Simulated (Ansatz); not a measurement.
## ZrC (Fm-3m): thermal expansion under pressure

Aim: how pressure changes the thermal expansion of ZrC.

Method: DFT PBE, scalar-relativistic, plane waves, PAW, in Ansatz 0.2.0.

The database entry behind the starting cell differs from later determinations by our own check (an axis about 0.7 % long against later determinations), so it need not match the best structure at ambient conditions.

## 1. Set-up

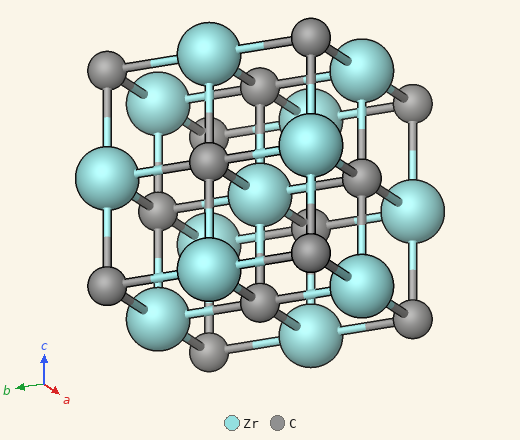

The starting structure, seen from a free direction (zirconium light teal, carbon grey). This picture shows the conventional cell, with its axes. Some periodic images of atoms are drawn too.

## 2. Probe on a coarse mesh

Before spending time, one coarse run tells the gap and the pressure of the starting cell.

input.yaml reads:

```yaml
crystal:
  lattice:
    - [0.0, 2.365, 2.365]
    - [2.365, 0.0, 2.365]
    - [2.365, 2.365, 0.0]
  atoms:
    - { symbol: Zr, position: [0.5, 0.5, 0.5] }
    - { symbol: C, position: [0.0, 0.0, 0.0] }
kpoints:
  mp_grid: { grid: [6, 6, 6] }
hamiltonian:
  xc: pbe
scf:
  occupations: { method: gaussian, width: 0.1 }
output:
  forces: true
  stress: true
  eigenvalues: true
```

Launch:

```sh
$ ansatz run input.yaml --threads 4 --pin off --max-ram 8192MiB --backend cpu --events-out ev --progress --plain --runs-dir out
```

Numbers of over 12 decimals in the logs are rounded to 6 here.

The program printed:

```text
Engine: ansatz 0.2.0, aarch64-unknown-linux-gnu
Pseudopotentials: kind: paw
Pseudopotential: Zr, paw, valence charge 12, recommended cutoff 420 eV (normal), Zr.paw.azcp
Pseudopotential: C, paw, valence charge 4, recommended cutoff 420 eV (normal), C.paw.azcp
Functional definition: PBE
  parameter kappa = 0.804
  parameter beta = 0.066725
  exchange = pbe_x(kappa = kappa, mu = beta*pi^2/3)
  correlation = pbe_c(beta = beta)
Crystal: 2 atoms, lattice volume = 26.456 Å³
Basis set: ecut = 420 eV, 531 PW (Γ), exchange–correlation on 48×48×48 points (8 copies of the dense FFT grid, shifted against one another)
Bands: 12, of which v1, the nominal top of the filled ones, is band 8 counted from 1 (7 counted from 0)
Symmetry: 48 space group operations
Space group: Fm-3m (ITA 225), of the structure as read, at distance tolerance 3.0e-5 Å
k-points: 16 of 216
Non-local potential: Zr, projectors of the file, l = 0: 3, l = 1: 2, l = 2: 2, l = 3: 2
Non-local potential: C, projectors of the file, l = 0: 2, l = 1: 2, l = 2: 1
PAW form: soft (Blöchl's): semilocal exchange-correlation on the pseudo side does not see the compensation charge
PAW one-centre angular grid: Zr, 590 points (default); XC on 64 Gauss nodes
PAW one-centre angular grid: C, 110 points (default); XC on 64 Gauss nodes
Initial density: superposition of atomic densities (neutral atoms: chi_scale 0, normalization atom), corrected by the library's trained network
Initial wavefunctions: pseudopotential atomic-orbital guess
Functional: x = pbe(κ = 0.804, μ = 0.219515), c = pbe(β = 0.066725)
SCF iter   1: F=—  HF=-4436.484143 eV  |F-HF|=—  |Δ(HF+E_count)|=         —  Δρ=2.34e-3  dr2=1.92e-3  ethr=1.77e-3  ⟨swp⟩=5.0  Hψ=964  notcnv=0
preconditioner: auto → none  [insulator: Δε(μ)=0.269 eV  Ē_g=17.928 eV  σ=0.100 eV  W_gap=0.94  n_scr=8 (ndim 8)  ℏωp=27.0 eV  f_vac=0.000  D(μ)=0.17/eV (n_scr^D=0)  ε∞_Penn≈3.3]
SCF iter   2: F=—  HF=-4436.483386 eV  |F-HF|=—  |Δ(HF+E_count)|=   7.57e-4  Δρ=7.51e-4  dr2=1.49e-4  ethr=1.20e-5  ⟨swp⟩=2.2  Hψ=395  notcnv=0
SCF iter   3: F=—  HF=-4436.483372 eV  |F-HF|=—  |Δ(HF+E_count)|=   1.40e-5  Δρ=1.58e-4  dr2=2.53e-6  ethr=9.32e-7  ⟨swp⟩=2.0  Hψ=237  notcnv=0
SCF iter   4: F=—  HF=-4436.483374 eV  |F-HF|=—  |Δ(HF+E_count)|=   2.23e-6  Δρ=3.52e-5  dr2=1.32e-7  ethr=1.58e-8  ⟨swp⟩=2.0  Hψ=308  notcnv=0
iter 5 did not close the SCF: its close was put off for the readings that it lacked (scf_convergence_deferred on its scf_iter line)
SCF iter   5: F=-4436.483374 eV  HF=-4436.483374 eV  |F-HF|=9.34e-10  |Δ(HF+E_count)|=   2.37e-8  Δρ=8.73e-6  dr2=8.50e-9  ethr=8.26e-10  ⟨swp⟩=2.8  Hψ=325  notcnv=0
SCF iter   6: F=-4436.483374 eV  HF=-4436.483374 eV  |F-HF|=5.18e-11  |Δ(HF+E_count)|=   1.48e-9  Δρ=6.90e-7  dr2=8.38e-11  ethr=5.31e-11  ⟨swp⟩=1.8  Hψ=601  notcnv=0
SCF 1 converged in 6 iterations: F = -4436.483374 eV  dr2 = 8.38e-11
  greatest PAW one-centre occupation: 0.995 electrons in one spin orbital (limit 2), on the Zr atom at site 0 (counted from 0), in its partial waves of l = 0
SCF converged after 6 iterations
Free energy (F): -4436.483374 eV
Harris-Foulkes:  -4436.483374 eV  (|F-HF|=5.18e-11)
Internal energy: -4436.482612 eV  (E = F + TS)
E sigma→0 (E₀):  -4436.482993 eV
Entropy (-TS):   -0.000762 eV (-0.381 meV/atom)
Fermi energy:    14.477401 eV
--- Per-component energies (eV) ---
  E_band       = -54.023114
  E_kinetic    = 421.352078
  E_local      = -604.484107  (includes V_loc(G=0)·N_el)
  E_nonlocal   = 104.283467
  E_hartree    = 181.212086
  E_xc         = -211.049765
  E_vxc        = -252.262705  (∫ρ·V_xc dr)
  E_paw        = -3051.932584  (= ΣΔE_a)
  E_vpaw       = -85.336262  (= ΣTr[D̂ρ^β])
  E_aug_tail   = 0.000038  (compensation charges beyond the density's cutoff)
  E_ewald      = -1275.863827
  E_smearing   = -0.000762  (= −TS)
  E_closure    = 0.000000  (closes the sum)
  Σ components = -4436.483374   (vs F -4436.483374, Δ=0.00e0)
--- Forces (eV/Å), atoms counted from 1 ---
  atom   1  Zr     0.00000000     0.00000000    -0.00000000
  atom   2  C     -0.00000000     0.00000000     0.00000000
  max |Σ_I F_I| component: 2.02e-29 eV/Å
--- Stress (GPa, compression-positive) ---
       -2.859221      -0.000000      -0.000000
       -0.000000      -2.859221       0.000000
       -0.000000      -0.000000      -2.859221
  P = ⅓ Tr σ = -2.8592 GPa (-28.592 kbar)
--- Band table (eV; the first three rows and the last of 16) ---
  k-point 0: bands = [... 4 lower, 3.3177, 15.4930, 15.4930, 15.4930, 15.6361, 15.6361, 15.6361, 17.3068]
  k-point 1: bands = [... 4 lower, 3.9024, 13.1541, 13.6925, 13.6925, 16.3864, 16.3864, 16.8105, 19.5990]
  k-point 2: bands = [... 4 lower, 5.2865, 10.6683, 12.2028, 12.2028, 17.8873, 17.8873, 17.9835, 22.7178]
  k-point 15: bands = [... 4 lower, 4.9698, 12.2887, 12.3216, 12.5122, 16.3753, 19.0544, 20.0810, 20.6679]
```

Wall time 0.29 s (4 threads of Arm Neoverse V1, shared host); peak memory 0.21 GiB; 0.73 s of CPU time.

Numbers from this step:

```
pressure          : -2.859 GPa
volume per atom   : 13.23 Å³
gap on the k-mesh : 0 eV
```

The start is under -2.9 GPa at this level and looks like a metal on this mesh.

## 3. Relaxation

Phonons are second derivatives about a minimum, so cell and atoms are relaxed first, inside the symmetry of the start.

input.yaml, the sections that differ from step 2:

```yaml
kpoints:
  mp_grid: { grid: [16, 16, 16] }
relax:
  adjacent_minimum: "off"
  f_tol: 0.005
  max_steps: 80
  cell: { stress_tol: 0.05 }
# crystal, hamiltonian, scf, output: as in step 2
```

The program printed:

```text
[...]
Crystal: 2 atoms, lattice volume = 26.456 Å³
Basis set: ecut = 420 eV, 531 PW (Γ), exchange–correlation on 48×48×48 points (8 copies of the dense FFT grid, shifted against one another)
Bands: 12, of which v1, the nominal top of the filled ones, is band 8 counted from 1 (7 counted from 0)
Symmetry: 48 space group operations
[...]
k-points: 145 of 4096
[...]
SCF iter   1: F=—  HF=-4436.493316 eV  |F-HF|=—  |Δ(HF+E_count)|=         —  Δρ=1.62e-3  dr2=7.37e-4  ethr=1.77e-3  ⟨swp⟩=5.0  Hψ=8718  notcnv=0
[...]
SCF iter   6: F=-4436.492814 eV  HF=-4436.492814 eV  |F-HF|=1.77e-9  |Δ(HF+E_count)|=   5.72e-9  Δρ=4.23e-6  dr2=2.63e-9  ethr=9.28e-11  ⟨swp⟩=1.9  Hψ=5378  notcnv=0
SCF 1 converged in 6 iterations: F = -4436.492814 eV  dr2 = 2.63e-9
[...]
relax step   1: F+E_penalty+E_count = -4436.49281426 eV  Δ(F+E_penalty+E_count) = +0.000e0 eV  max|allowed force component| = 1.607e-29 eV/Å  Δτ_max = 0.0000 Å  P = -2.936 GPa  Ω = 26.456 Å³  (6 SCF iters, dr2 threshold 1.00e-7 eV, accepted)
Crystal: 2 atoms, lattice volume = 25.770 Å³
[...]
iter 1 solved again at ethr=3.19e-5 eV; its pass at ethr=3.10e-3 eV (dr2=5.11e-3 eV) is discarded
[...]
SCF iter   6: F=-4436.493947 eV  HF=-4436.493947 eV  |F-HF|=1.18e-11  |Δ(HF+E_count)|=  1.34e-10  Δρ=2.96e-7  dr2=2.25e-11  ethr=7.54e-12  ⟨swp⟩=1.0  Hψ=5314  notcnv=0
SCF 2 converged in 6 iterations: F = -4436.493947 eV  dr2 = 2.25e-11
[...]
relax step   2: F+E_penalty+E_count = -4436.49394665 eV  Δ(F+E_penalty+E_count) = -1.132e-3 eV  max|allowed force component| = 9.913e-29 eV/Å  Δτ_max = 0.0000 Å  P = +2.934 GPa  Ω = 25.770 Å³  energy of the carried Pulay correction = +8.541e-4 eV  (6 SCF iters, dr2 threshold 2.00e-7 eV, accepted)
Crystal: 2 atoms, lattice volume = 26.108 Å³
[...]
SCF iter   6: F=-4436.496527 eV  HF=-4436.496527 eV  |F-HF|=9.09e-13  |Δ(HF+E_count)|=  5.00e-11  Δρ=1.08e-7  dr2=1.93e-12  ethr=1.00e-12  ⟨swp⟩=1.0  Hψ=4351  notcnv=0
SCF 3 converged in 6 iterations: F = -4436.496527 eV  dr2 = 1.93e-12
relax step   3: F+E_penalty+E_count = -4436.49652666 eV  Δ(F+E_penalty+E_count) = -2.580e-3 eV  max|allowed force component| = 1.295e-29 eV/Å  Δτ_max = 0.0000 Å  P = -0.058 GPa  Ω = 26.108 Å³  energy of the carried Pulay correction = +4.300e-4 eV  (6 SCF iters, dr2 threshold 2.00e-7 eV, accepted)
[...]
relax step   4: F+E_penalty+E_count = -4436.49653607 eV  Δ(F+E_penalty+E_count) = -9.413e-6 eV  max|allowed force component| = 8.809e-30 eV/Å  Δτ_max = 0.0000 Å  P = -0.001 GPa  Ω = 26.102 Å³  energy of the carried Pulay correction = +4.382e-4 eV  (7 SCF iters, dr2 threshold 8.27e-9 eV, accepted)
[...]
SCF iter   8: F=-4436.496104 eV  HF=-4436.496104 eV  |F-HF|=9.09e-13  |Δ(HF+E_count)|=  9.09e-13  Δρ=1.01e-10  dr2=2.33e-18  ethr=1.00e-12  ⟨swp⟩=2.0  Hψ=4968  notcnv=0
SCF 5 converged in 8 iterations: F = -4436.496104 eV  dr2 = 2.33e-18
relax step   5: F+E_penalty+E_count = -4436.49610427 eV  Δ(F+E_penalty+E_count) = +4.318e-4 eV  max|allowed force component| = 4.635e-30 eV/Å  Δτ_max = 0.0000 Å  P = -0.025 GPa  Ω = 26.102 Å³  stress off target by 2.52e-2 GPa  SCF on the basis re-selected at this cell (its energy is not comparable with the rows above)  (8 SCF iters)
basis re-selected at this cell: Δ(F+E_penalty+E_count) = +4.318e-4 eV, ΔP = -0.024 GPa vs the last step (what re-selecting the basis moved, of the pressure what is left beyond the Pulay correction that the steps carried, after the strain that the cell walked since its last selection, with what the two solves' SCF thresholds leave and, on support functions, any second-order correction that the steps lacked; it is no m [...]
SCF converged after 8 iterations
Free energy (F): -4436.496104 eV
[...]
Internal energy: -4436.494169 eV  (E = F + TS)
E sigma→0 (E₀):  -4436.495136 eV
Entropy (-TS):   -0.001936 eV (-0.968 meV/atom)
Fermi energy:    14.764694 eV
[...]
--- Stress (GPa, compression-positive) ---
       -0.025175      -0.000000      -0.000000
       -0.000000      -0.025175      -0.000000
       -0.000000       0.000000      -0.025175
  P = ⅓ Tr σ = -0.0252 GPa (-0.252 kbar)
--- Band table (eV; the first three rows and the last of 145) ---
  k-point 0: bands = [... 4 lower, 3.4858, 15.7084, 15.7084, 15.7084, 15.8683, 15.8683, 15.8683, 17.5722]
  k-point 1: bands = [... 4 lower, 3.5743, 14.9698, 15.1681, 15.1681, 16.0805, 16.0805, 16.4023, 18.0832]
  k-point 2: bands = [... 4 lower, 3.8308, 14.0218, 14.3921, 14.3921, 16.3665, 16.3665, 16.8250, 19.1120]
  k-point 144: bands = [... 4 lower, 5.3355, 12.1489, 12.4363, 12.4363, 18.0455, 18.0455, 20.4087, 21.7719]
--- Relaxed structure (4 steps of the walk, 4 accepted, 1 SCFs on fresh bases) ---
  F+E_penalty+E_count = -4436.49610427 eV   max|allowed force component| = 4.635e-30 eV/Å   (the final SCF, on the basis selected at the relaxed cell)
  cell:  # Å, volume = 26.1017 Å³
    - [0, 2.354398, 2.354398]
    - [2.354398, 0, 2.354398]
    - [2.354398, 2.354398, 0]
  atoms:
    - { symbol: Zr, position: [0.5, 0.5, 0.5] }
    - { symbol: C, position: [0, 0, 0] }
```

Elapsed: 4.6 s, on 4 threads; peak memory 0.3 GiB.

The steps of the relaxation:

```csv
step,energy less that of the first step (eV),largest force component (eV/Å),pressure (GPa),volume (Å³)
1,0.0000,0.0000,-2.94,26.46
2,-0.0011,0.0000,2.93,25.77
3,-0.0037,0.0000,-0.06,26.11
4,-0.0037,0.0000,0.00,26.10
5*,-0.0033,0.0000,-0.03,26.10
```

Relaxation steps marked * repeat the geometry before them on a plane-wave basis chosen anew for their cell, so energy and pressure can jump there.

The run keeps the 48 symmetry operations that it works with, so distortions that break them were not tested.

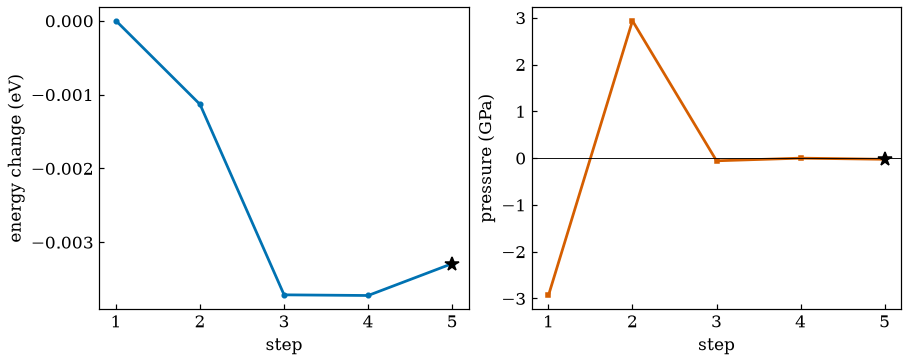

Energy and pressure along the relaxation. Stars mark steps on a basis chosen anew.

```csv
"conventional cell, symmetrised",before,after,change
a (Å),4.730,4.709,-0.4 %
b (Å),4.730,4.709,-0.4 %
c (Å),4.730,4.709,-0.4 %
volume (Å³/atom),13.23,13.05,-1.3 %
```

The relaxed structure:

```xyz
2
Lattice="0.0000 2.3544 2.3544 2.3544 0.0000 2.3544 2.3544 2.3544 0.0000" Properties=species:S:1:pos:R:3 pbc="T T T"
Zr    2.3544    2.3544    2.3544
C     0.0000    0.0000    0.0000
```

This step gave:

* pressure: -0.02517 GPa
* volume per atom: 13.05 Å³

The relaxation ends with a pressure of -0.03 GPa.

## 4. Tight relaxation

The relaxation is repeated with tighter thresholds on force and stress, since phonons are sensitive to what is left; a change of mesh or smearing in the input moves the cell too.

input.yaml, the sections that differ from step 3:

```yaml
crystal:
  lattice:
    - [0.0, 2.3543976073, 2.3543976073]
    - [2.3543976073, 0.0, 2.3543976073]
    - [2.3543976073, 2.3543976073, 0.0]
  atoms:
    - { symbol: Zr, position: [0.5, 0.5, 0.5] }
    - { symbol: C, position: [0.0, 0.0, 0.0] }
scf:
  occupations: { method: methfessel_paxton, width: 0.2 }
relax:
  adjacent_minimum: "off"
  f_tol: 0.001
  max_steps: 60
  cell: { stress_tol: 0.01 }
# kpoints, hamiltonian, output: as in step 3
```

The program printed:

```text
[...]
Crystal: 2 atoms, lattice volume = 26.102 Å³
Basis set: ecut = 420 eV, 531 PW (Γ), exchange–correlation on 48×48×48 points (8 copies of the dense FFT grid, shifted against one another)
Bands: 12, of which v1, the nominal top of the filled ones, is band 8 counted from 1 (7 counted from 0)
Symmetry: 48 space group operations
[...]
k-points: 145 of 4096
[...]
k-point 144: bands = [... 4 lower, 5.3372, 12.1504, 12.4378, 12.4378, 18.0472, 18.0472, 20.4104, 21.7739]
--- Relaxed structure (3 steps of the walk, 3 accepted, 1 SCFs on fresh bases) ---
[...]
cell:  # Å, volume = 26.0996 Å³
    - [0, 2.354332, 2.354332]
    - [2.354332, 0, 2.354332]
    - [2.354332, 2.354332, 0]
  atoms:
    - { symbol: Zr, position: [0.5, 0.5, 0.5] }
    - { symbol: C, position: [0, 0, 0] }
[key lines of the parts left out:]
SCF converged after 7 iterations
Free energy (F): -4436.495459 eV
Fermi energy:    14.771244 eV
P = ⅓ Tr σ = -0.0002 GPa (-0.002 kbar)
```

The job ended after 3.3 s (4 threads; peak memory 0.29 GiB; 12 s of CPU time).

Little changed from the start: no atom moved by 0.005 Å and no cell edge by 0.1 %.

Numbers from this step:

| Quantity | Value |
| --- | --- |
| pressure | -2.32e-4 GPa |

The residual pressure is -2.3e-4 GPa, small enough for phonons.

## 5. Relaxation under pressure, pressure 2 GPa

The study at pressure needs a start near its own equilibrium, so the cell is first relaxed to that pressure.

input.yaml, the sections that differ from step 4:

```yaml
crystal:
  lattice:
    - [0.0, 2.3543319274, 2.3543319274]
    - [2.3543319274, 0.0, 2.3543319274]
    - [2.3543319274, 2.3543319274, 0.0]
  atoms:
    - { symbol: Zr, position: [0.5, 0.5, 0.5] }
    - { symbol: C, position: [0.0, 0.0, 0.0] }
relax:
  adjacent_minimum: "off"
  f_tol: 0.001
  max_steps: 60
  cell: { stress_tol: 0.05, p_target: 2.0 }
# kpoints, hamiltonian, scf, output: as in step 4
```

The program printed:

```text
[...]
Crystal: 2 atoms, lattice volume = 26.100 Å³
Basis set: ecut = 420 eV, 531 PW (Γ), exchange–correlation on 48×48×48 points (8 copies of the dense FFT grid, shifted against one another)
Bands: 12, of which v1, the nominal top of the filled ones, is band 8 counted from 1 (7 counted from 0)
Symmetry: 48 space group operations
[...]
k-points: 145 of 4096
[...]
k-point 144: bands = [... 4 lower, 5.4604, 12.2758, 12.5794, 12.5794, 18.2179, 18.2179, 20.6192, 21.9981]
--- Relaxed structure (3 steps of the walk, 3 accepted, 1 SCFs on fresh bases) ---
[...]
cell:  # Å, volume = 25.8743 Å³
    - [0, 2.347538, 2.347538]
    - [2.347538, 0, 2.347538]
    - [2.347538, 2.347538, 0]
  atoms:
    - { symbol: Zr, position: [0.5, 0.5, 0.5] }
    - { symbol: C, position: [0, 0, 0] }
[key lines of the parts left out:]
SCF converged after 4 iterations
Free energy (F): -4436.494114 eV
Fermi energy:    14.917093 eV
P = ⅓ Tr σ = 1.9599 GPa (19.599 kbar)
```

Wall time 3.3 s (4 threads); peak memory 0.3 GiB.

The steps of the relaxation:

```csv
step,energy less that of the first step (eV),largest force component (eV/Å),pressure (GPa),volume (Å³)
1,0.0000,0.0000,0.00,26.10
2,0.0048,0.0000,3.94,25.66
3,0.0011,0.0000,1.98,25.87
4*,0.0013,0.0000,1.96,25.87
```

Relaxation steps marked * repeat the geometry before them on a plane-wave basis chosen anew for their cell, so energy and pressure can jump there.

The run keeps the 48 symmetry operations that it works with, so distortions that break them were not tested.

```csv
"conventional cell, symmetrised",before,after,change
a (Å),4.709,4.695,-0.3 %
b (Å),4.709,4.695,-0.3 %
c (Å),4.709,4.695,-0.3 %
volume (Å³/atom),13.05,12.94,-0.9 %
```

Final coordinates:

```
Zr C
1.0
     0.00000    2.34754    2.34754
     2.34754    0.00000    2.34754
     2.34754    2.34754    0.00000
Zr C
1 1
Cartesian
  2.3475 2.3475 2.3475
  0.0000 0.0000 0.0000
```

Numbers from this step:

| Property | Result |
| --- | --- |
| pressure | 1.960 GPa |
| volume per atom | 12.94 Å³ |

The cell shrank by 0.9 % in volume.

(Continued in part 2 of 3.)

[Logs are printed without paths, hosts, clocks, repeated set-up lines and the standing remarks that a program may print on its own settings, such as how far it seeks lower states.]

[Hosts, paths, dates, database ids (printed as entryN), source tags and the programs' standing remarks are cut or masked in the printed files.]

[A step with changed settings may run another functional than the one named; its input shows which.]
